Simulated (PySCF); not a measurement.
**ClO₃Os (charge −1): density, localisation and related maps**

```yaml
atoms:
  - { symbol: Os, position_ang: [0.0000, 0.2364, 0.0342] }
  - { symbol: O, position_ang: [1.6221, -0.0230, 0.6342] }
  - { symbol: O, position_ang: [0.0000, 1.8422, -0.6411] }
  - { symbol: O, position_ang: [-1.6221, -0.0230, 0.6342] }
  - { symbol: Cl, position_ang: [0.0000, -2.1858, -0.4930] }
```

Core potentials replace the inner electrons of Os.

Method: RKS BP86, Os def2-SVP with ECP60, O def2-SVP, Cl def2-SVP; non-relativistic Hamiltonian with scalar-relativistic core potentials where named; density fitting in PySCF.

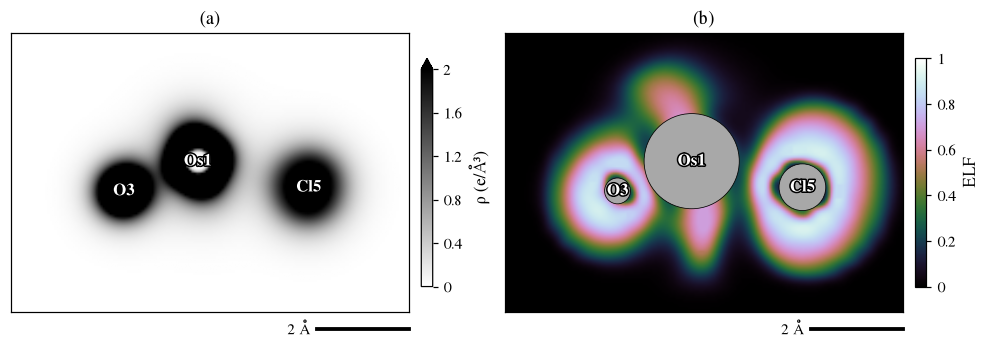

Figure 1. (a) electron density; (b) electron localisation function on the plane of atoms O3, Os1 and Cl5. Grey discs cover the atomic cores in the ELF map.

Q: What do the fields say about this system?

A: Atoms in the plane: Os, O and Cl.
Os–O (1.74 Å): ρ at the midpoint is about 1.8 e/Å³; the ELF peaks at about 0.80 in the valence shell of O, 0.5 Å from its nucleus, and drops to about 0.35 between the two atoms.
Os–Cl (2.48 Å): ρ is about 0.47 e/Å³ halfway; the ELF peaks at about 0.85 in the valence shell of Cl, 0.9 Å from its nucleus, and is about 0.35 at the midpoint.

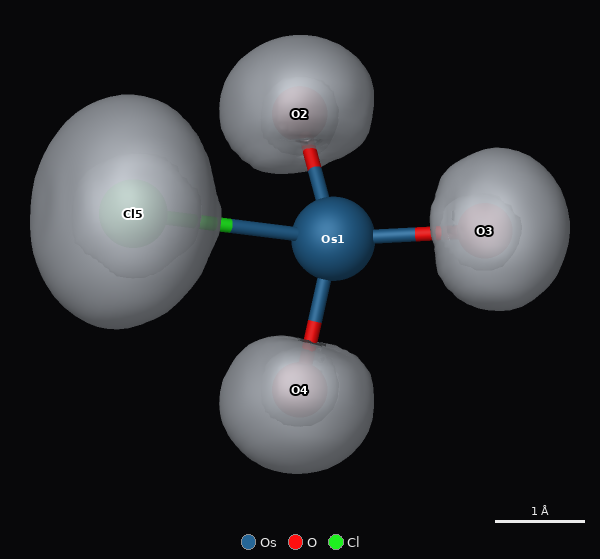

Figure 2. Isosurface of the electron localisation function at 0.75 (grey), seen at a tilt. Only the valence region is drawn (cores and ρ < 0.01 e/Å³ removed).

Q: What do the ELF domains correspond to?

A: At this value the surface marks out one region wrapped around Cl (its valence shell) and three regions wrapped around O (the valence shell of each).

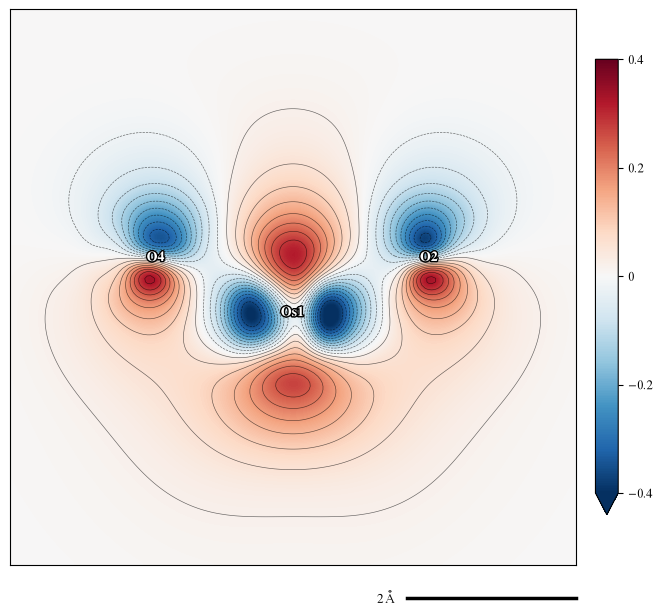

Figure 3. The HOMO on the plane of atoms O2, Os1 and O4 (values in Å⁻³ᐟ²; the overall sign is arbitrary).

Q: Describe this orbital and give its energy.

A: Its weight (Hirshfeld) is mainly on Os1 (about 55 %), Cl5 (about 15 %), O4 (about 10 %), O2 (about 10 %) and O3 (about 10 %). Its energy is −0.32 eV.
